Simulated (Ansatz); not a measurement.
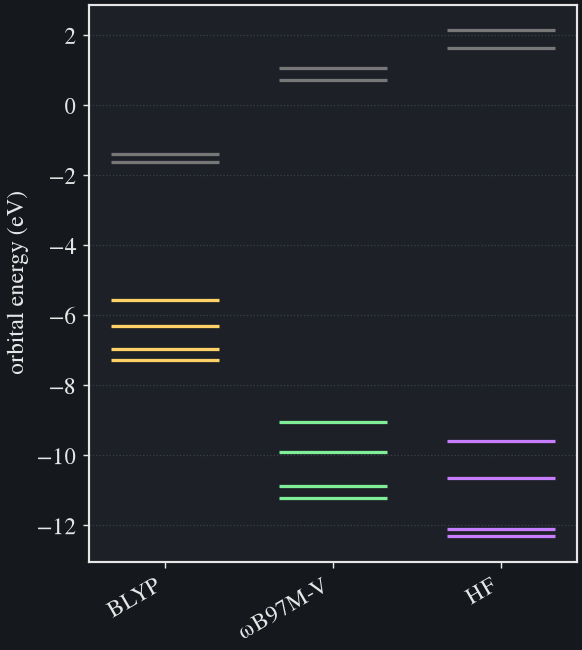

Frontier orbital energies of C₂H₇ClO₂SZr, SMILES C[O][Zr@]([OH])([Cl])[S]C, singlet at one geometry, def2-TZVPP, the Ansatz code, at a PBE0-D4/def2-TZVP geometry (a minimum by its frequencies). Empty levels are grey, levels within 0.1 eV stand side by side; all columns show the same few orbitals around the gap.

Question: Compare the HOMO-LUMO separations.

Answer: The separation grows from 3.94 eV (BLYP) to 11.22 eV (HF).

```csv
level,HOMO (eV),LUMO (eV),separation (eV)
BLYP,−5.56,−1.62,3.94
ωB97M-V,−9.04,0.71,9.76
HF,−9.60,1.62,11.22
```

Caveats, for all or some of the runs: core potentials past krypton; empty levels above zero depend strongly on the basis; one conformer of a flexible molecule.
